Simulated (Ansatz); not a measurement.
**Geometry relaxation, with input and output: CH5BrOSi (part 1 of 2)**

The run: geometry relaxation of CH5BrOSi. Method and program: RKS PBE0-D4/def2-SVP (Ansatz 0.2.0).

The input holds or restrains some coordinates. Figures and captions count atoms from 1; the log counts them from 0 in places.

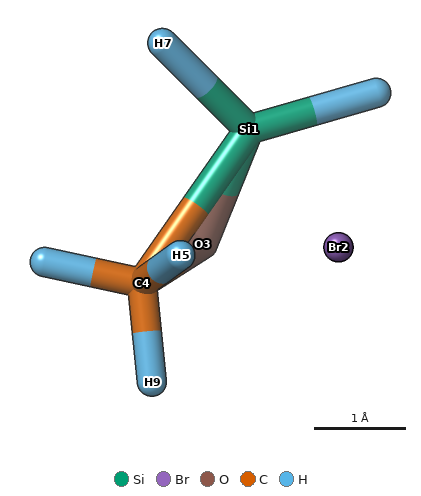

*The starting structure (stick view, seen at a tilt; atoms are numbered from 1 in the order of the input).*

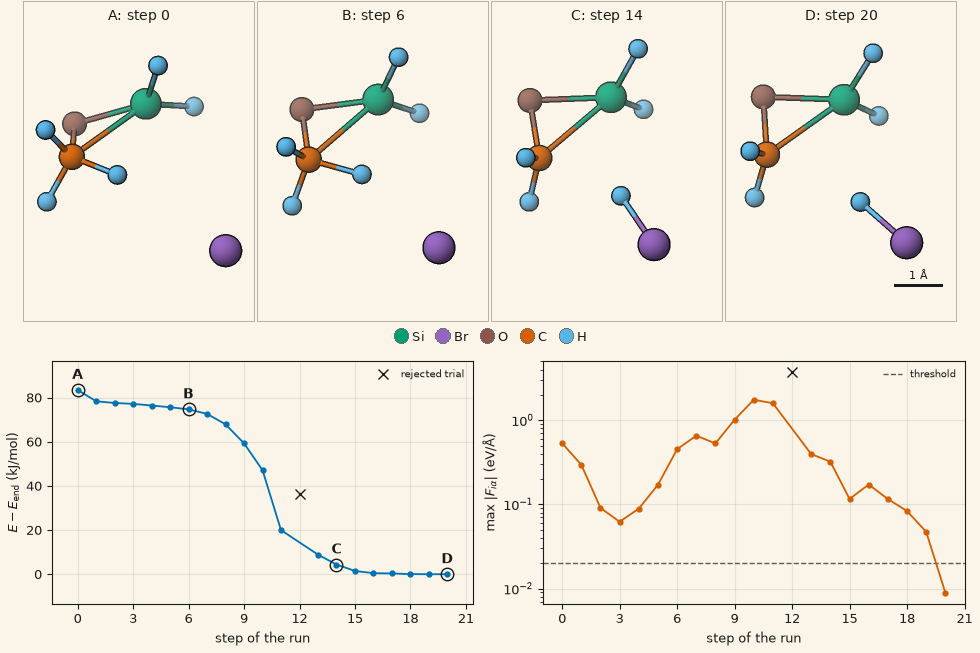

*Frames of the restrained relaxation (ball-and-stick view, seen at a tilt) above the curves, on which the letters mark them (the first geometry is step 0 here and step 1 in the log).*

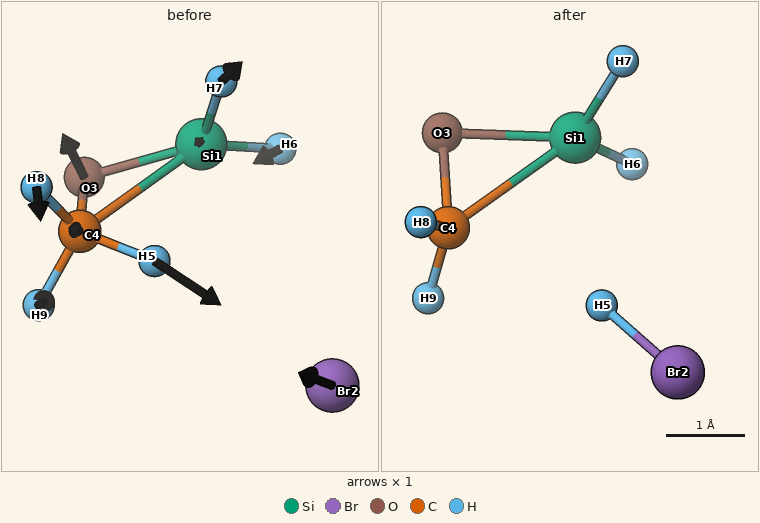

*Before (left) and after (right) the restrained relaxation, at one scale (ball-and-stick view, seen at a tilt). The black arrows give the displacements, at true length.*

H5 moves most after the best rigid fit: 1.05 Å. By element the largest moves are H 1.05 Å, O 0.71 Å, Br 0.68 Å, C 0.23 Å, Si 0.12 Å. Among the contacts that change: Br2–H5 2.816 → 1.452 Å, C4–H5 1.123 → 2.349 Å, Si1–O3 1.620 → 1.717 Å, O3–C4 1.427 → 1.440 Å. New bonds form: Br2–H5 (2.82 → 1.45 Å). Bonds break: C4–H5 (1.12 → 2.35 Å). Among the angles that change: C4–Si1–H7 95.6° → 120.5°, C4–Si1–H6 141.3° → 120.4°, Si1–C4–H9 139.3° → 119.5°. The energy falls by 83.5 kJ/mol in 20 geometry steps. The largest force component goes from 0.53 to 0.009 eV/Å. The line search rejected the trial step at point 12 (counted from 0) and went back. (Atoms are counted from 1 in the order of the input.)

The input that produced these results follows, with the program's output.

Input file
```yaml
crystal:
  periodic: [false, false, false]
  atoms:
    - { symbol: Si, position_ang: [-0.296954, 0.912806, 0.758328] }
    - { symbol: Br, position_ang: [0.001865, 1.090287, -3.105071] }
    - { symbol: O, position_ang: [-0.760026, -0.59158, 1.139375] }
    - { symbol: C, position_ang: [0.155456, -1.041692, 0.141023] }
    - { symbol: H, position_ang: [0.380097, -0.353814, -0.717771] }
    - { symbol: H, position_ang: [-1.364534, 1.932284, 0.672681] }
    - { symbol: H, position_ang: [1.10607, 1.339016, 0.925923] }
    - { symbol: H, position_ang: [1.094807, -1.409421, 0.583054] }
    - { symbol: H, position_ang: [-0.316981, -1.877885, -0.397543] }
basis:
  gaussian: { orbitals: def2-SVP }
hamiltonian:
  xc: pbe0
  dispersion: d4
output:
  forces: true
relax:
  f_tol: 0.02
  max_steps: 50
  escape_saddle: false
  constraints: [{ distance: [0, 3] }, { distance: [0, 1] }]
scf:
  lower_state_search: "off"
```

Launch command:
```bash
ansatz run input.yaml --threads 1 --pin off --max-ram 2560MiB --backend cpu --events-out ev --progress --plain --runs-dir out
```

The program's output
```
The last accepted step is kept in [file] (removed where the run ends without a failure and the disk answers)
Engine: ansatz 0.2.0, aarch64-unknown-linux-gnu
Functional definition: PBE0
  parameter a = 0.25
  parameter kappa = 0.804
  parameter beta = 0.06672455060314922
  exchange = (1 - a)*pbe_x(kappa = kappa, mu = beta*pi^2/3) + a*exact_x
  correlation = pbe_c(beta = beta)
these checks for a lower state are left out or cut short: stability, starts, cluster_reference, orbital_swaps, neighbouring_geometries, increment
1077 factors; integrals over basis functions are off by at most 4.0e-4 eV
mean field evaluation 1: about -81054.4370 eV, gradient 4.1e1 eV
mean field evaluation 2: about -81024.6921 eV, gradient 8.6e1 eV
mean field evaluation 4: about -81058.5740 eV, gradient 4.9e0 eV
mean field evaluation 8: about -81058.7507 eV, gradient 4.1e-1 eV
mean field evaluation 16: about -81058.7510 eV, gradient 1.2e-4 eV
mean field -81058.75103354 eV, -2978.8541568879 hartree, gradient 5.7e-6 eV, S^2 0.000000; 0 other end points of the search recorded, 0 dependent functions left out
the calculation of the forces begins
reference -81058.75105991 eV, -2978.8541578568 hartree; 34, 34 occupied and 69, 69 virtual orbitals, 1077 factors
relax step   1: F+E_penalty+E_count = -81058.88810014 eV  Δ(F+E_penalty+E_count) = +0.000e0 eV  max|allowed force component| = 5.326e-1 eV/Å  Δτ_max = 0.0000 Å  (16 SCF iters, accepted)
  distance Si 0 - C 3 held at 2.099000 Å   reaction = -2.5881e0 eV/Å
  distance Si 0 - Br 1 held at 3.879000 Å   reaction = +1.7277e0 eV/Å
these checks for a lower state are left out or cut short: stability, starts, cluster_reference, orbital_swaps, neighbouring_geometries, increment
1077 factors; integrals over basis functions are off by at most 3.8e-4 eV
mean field -81058.80530247 eV, -2978.8561512341 hartree, gradient 1.0e-6 eV, S^2 0.000000; 0 other end points of the search recorded, 0 dependent functions left out
[... from here on the field's lines of each further geometry are left out, up to the last ...]
relax step   2: F+E_penalty+E_count = -81058.94105946 eV  Δ(F+E_penalty+E_count) = -5.296e-2 eV  max|allowed force component| = 2.960e-1 eV/Å  Δτ_max = 0.0826 Å  (22 SCF iters, accepted)
relax step   3: F+E_penalty+E_count = -81058.94909618 eV  Δ(F+E_penalty+E_count) = -8.037e-3 eV  max|allowed force component| = 9.095e-2 eV/Å  Δτ_max = 0.0373 Å  (23 SCF iters, accepted)
relax step   4: F+E_penalty+E_count = -81058.95331739 eV  Δ(F+E_penalty+E_count) = -4.221e-3 eV  max|allowed force component| = 6.223e-2 eV/Å  Δτ_max = 0.0525 Å  (23 SCF iters, accepted)
relax step   5: F+E_penalty+E_count = -81058.96111175 eV  Δ(F+E_penalty+E_count) = -7.794e-3 eV  max|allowed force component| = 8.922e-2 eV/Å  Δτ_max = 0.1338 Å  (26 SCF iters, accepted)
relax step   6: F+E_penalty+E_count = -81058.96903411 eV  Δ(F+E_penalty+E_count) = -7.922e-3 eV  max|allowed force component| = 1.710e-1 eV/Å  Δτ_max = 0.1126 Å  (26 SCF iters, accepted)
relax step   7: F+E_penalty+E_count = -81058.97905616 eV  Δ(F+E_penalty+E_count) = -1.002e-2 eV  max|allowed force component| = 4.528e-1 eV/Å  Δτ_max = 0.1567 Å  (26 SCF iters, accepted)
relax step   8: F+E_penalty+E_count = -81059.00034881 eV  Δ(F+E_penalty+E_count) = -2.129e-2 eV  max|allowed force component| = 6.560e-1 eV/Å  Δτ_max = 0.1913 Å  (26 SCF iters, accepted)
relax step   9: F+E_penalty+E_count = -81059.04936853 eV  Δ(F+E_penalty+E_count) = -4.902e-2 eV  max|allowed force component| = 5.306e-1 eV/Å  Δτ_max = 0.1976 Å  (26 SCF iters, accepted)
relax step  10: F+E_penalty+E_count = -81059.13849289 eV  Δ(F+E_penalty+E_count) = -8.912e-2 eV  max|allowed force component| = 1.015e0 eV/Å  Δτ_max = 0.1960 Å  (25 SCF iters, accepted)
relax step  11: F+E_penalty+E_count = -81059.26464003 eV  Δ(F+E_penalty+E_count) = -1.261e-1 eV  max|allowed force component| = 1.753e0 eV/Å  Δτ_max = 0.1945 Å  (20 SCF iters, accepted)
relax step  12: F+E_penalty+E_count = -81059.54608954 eV  Δ(F+E_penalty+E_count) = -2.814e-1 eV  max|allowed force component| = 1.592e0 eV/Å  Δτ_max = 0.2000 Å  (19 SCF iters, accepted)
relax step  13: F+E_penalty+E_count = -81059.37731308 eV  Δ(F+E_penalty+E_count) = +1.688e-1 eV  max|allowed force component| = 3.788e0 eV/Å  Δτ_max = 0.1948 Å  (20 SCF iters, rejected (line search))
relax step  14: F+E_penalty+E_count = -81059.66107475 eV  Δ(F+E_penalty+E_count) = -1.150e-1 eV  max|allowed force component| = 3.963e-1 eV/Å  Δτ_max = 0.0975 Å  (19 SCF iters, accepted)
relax step  15: F+E_penalty+E_count = -81059.70756582 eV  Δ(F+E_penalty+E_count) = -4.649e-2 eV  max|allowed force component| = 3.220e-1 eV/Å  Δτ_max = 0.0995 Å  (20 SCF iters, accepted)
relax step  16: F+E_penalty+E_count = -81059.73770474 eV  Δ(F+E_penalty+E_count) = -3.014e-2 eV  max|allowed force component| = 1.162e-1 eV/Å  Δτ_max = 0.1407 Å  (18 SCF iters, accepted)
relax step  17: F+E_penalty+E_count = -81059.74810845 eV  Δ(F+E_penalty+E_count) = -1.040e-2 eV  max|allowed force component| = 1.723e-1 eV/Å  Δτ_max = 0.1366 Å  (18 SCF iters, accepted)
relax step  18: F+E_penalty+E_count = -81059.74941952 eV  Δ(F+E_penalty+E_count) = -1.311e-3 eV  max|allowed force component| = 1.159e-1 eV/Å  Δτ_max = 0.0519 Å  (20 SCF iters, accepted)
relax step  19: F+E_penalty+E_count = -81059.75253623 eV  Δ(F+E_penalty+E_count) = -3.117e-3 eV  max|allowed force component| = 8.351e-2 eV/Å  Δτ_max = 0.0617 Å  (19 SCF iters, accepted)
the calculation of the forces begins
reference -81059.60888720 eV, -2978.8856824282 hartree; 34, 34 occupied and 69, 69 virtual orbitals, 1079 factors
relax step  20: F+E_penalty+E_count = -81059.75299458 eV  Δ(F+E_penalty+E_count) = -4.583e-4 eV  max|allowed force component| = 4.727e-2 eV/Å  Δτ_max = 0.0130 Å  (15 SCF iters, accepted)
  distance Si 0 - C 3 held at 2.099000 Å   reaction = +3.3772e0 eV/Å
  distance Si 0 - Br 1 held at 3.879000 Å   reaction = -2.2611e-2 eV/Å
these checks for a lower state are left out or cut short: stability, starts, cluster_reference, orbital_swaps, neighbouring_geometries, increment
1079 factors; integrals over basis functions are off by at most 1.1e-3 eV
mean field -81059.60908094 eV, -2978.8856895481 hartree, gradient 2.8e-6 eV, S^2 0.000000; 0 other end points of the search recorded, 0 dependent functions left out
the calculation of the forces begins
reference -81059.60910728 eV, -2978.8856905160 hartree; 34, 34 occupied and 69, 69 virtual orbitals, 1079 factors
relax step  21: F+E_penalty+E_count = -81059.75309724 eV  Δ(F+E_penalty+E_count) = -1.027e-4 eV  max|allowed force component| = 8.952e-3 eV/Å  Δτ_max = 0.0075 Å  (14 SCF iters, accepted)
  distance Si 0 - C 3 held at 2.099000 Å   reaction = +3.3610e0 eV/Å
  distance Si 0 - Br 1 held at 3.879000 Å   reaction = -7.5415e-3 eV/Å
Total energy: -81059.75312358 eV, -2978.8909830173 hartree
Atom 0 at    -0.214047     0.861438     0.859237 Å, force     0.341418    -3.213243    -0.913308 eV/Å
Atom 1 at     0.549126     0.726932    -2.941568 Å, force     0.000184     0.000154    -0.007918 eV/Å
Atom 2 at    -0.261482    -0.676969     1.620159 Å, force     0.000119     0.008952    -0.000124 eV/Å
Atom 3 at     0.000215    -1.145925     0.284444 Å, force    -0.338093     3.215224     0.921288 eV/Å
Atom 4 at     0.299776     0.216420    -1.605522 Å, force     0.000083     0.000789     0.004363 eV/Å
Atom 5 at    -1.515236     1.549207     0.708859 Å, force     0.003877    -0.000008     0.000109 eV/Å
Atom 6 at     0.976594     1.691091     1.146754 Å, force    -0.003673    -0.002650     0.001308 eV/Å
Atom 7 at     1.004097    -1.560695     0.126632 Å, force    -0.003804    -0.002220    -0.002064 eV/Å
Atom 8 at    -0.839243    -1.661498    -0.198997 Å, force    -0.000111    -0.006999    -0.003655 eV/Å
Dipole moment:    -0.069894     0.164178     0.272682 e Å
Checks for a lower state left out: stability, starts, cluster_reference, orbital_swaps, neighbouring_geometries, increment
```

Trajectory as extended XYZ (Å, eV, eV/Å), 21 frames, from step=1 to step=21
```
9
Properties=species:S:1:pos:R:3:forces:R:3 step=1 energy=-81058.88810
Si   -0.2970    0.9128    0.7583   -0.4072   2.1123  -1.2570
Br    0.0019    1.0903   -3.1051   -0.0789  -0.1137   1.4418
O    -0.7600   -0.5916    1.1394    0.1086   0.4790   0.1358
C     0.1555   -1.0417    0.1410    0.5739  -2.9425  -0.5660
H     0.3801   -0.3538   -0.7178   -0.1835   0.5019  -0.0651
H    -1.3645    1.9323    0.6727    0.0013  -0.0707   0.1509
H     1.1061    1.3390    0.9259   -0.0460  -0.0930   0.2109
H     1.0948   -1.4094    0.5831    0.0434   0.1069   0.0404
H    -0.3170   -1.8779   -0.3975   -0.0114   0.0198  -0.0917
9
Properties=species:S:1:pos:R:3:forces:R:3 step=2 energy=-81058.94106
Si   -0.2899    0.9165    0.7119   -0.2701   2.0735  -0.8405
Br    0.0583    1.0491   -3.1492   -0.1160  -0.0813   1.4616
O    -0.7166   -0.5763    1.1708    0.0305   0.0833  -0.0564
C     0.1460   -1.0528    0.1311    0.4928  -2.3247  -0.3307
H     0.3097   -0.3379   -0.7315   -0.0407   0.2550  -0.0966
H    -1.3753    1.9226    0.7255   -0.0019  -0.0536  -0.0188
H     1.0924    1.3570    0.9992   -0.0468  -0.0810  -0.0340
H     1.1191   -1.3862    0.5311   -0.0420   0.0650  -0.0507
H    -0.3440   -1.8920   -0.3889   -0.0058   0.0637  -0.0339
9
Properties=species:S:1:pos:R:3:forces:R:3 step=3 energy=-81058.94910
Si   -0.2905    0.9169    0.7161   -0.2544   1.8972  -0.8574
Br    0.0749    1.0204   -3.1443   -0.1263  -0.0621   1.4497
O    -0.7088   -0.5767    1.1811    0.0139  -0.0476   0.0170
C     0.1446   -1.0520    0.1331    0.3821  -1.8974  -0.4605
H     0.2930   -0.3074   -0.7180    0.0142   0.0643  -0.0857
H    -1.3841    1.9118    0.7286    0.0040  -0.0155  -0.0224
H     1.0954    1.3413    0.9925   -0.0125   0.0057  -0.0119
H     1.1257   -1.3775    0.5145   -0.0136   0.0110  -0.0160
H    -0.3505   -1.8766   -0.4035   -0.0074   0.0443  -0.0128
9
Properties=species:S:1:pos:R:3:forces:R:3 step=4 energy=-81058.95332
Si   -0.2906    0.9176    0.7291   -0.2059   1.7183  -0.8666
Br    0.0968    0.9748   -3.1301   -0.1363  -0.0345   1.4271
O    -0.6914   -0.5810    1.1969   -0.0089  -0.0622   0.0467
C     0.1418   -1.0465    0.1280    0.3724  -1.6570  -0.5258
H     0.2824   -0.2821   -0.7159    0.0132  -0.0019  -0.0392
H    -1.3944    1.8995    0.7324   -0.0049   0.0002  -0.0258
H     1.0937    1.3489    0.9962   -0.0024   0.0348  -0.0033
H     1.1289   -1.3789    0.4854   -0.0091  -0.0125  -0.0054
H    -0.3673   -1.8523   -0.4220   -0.0179   0.0148  -0.0076
```
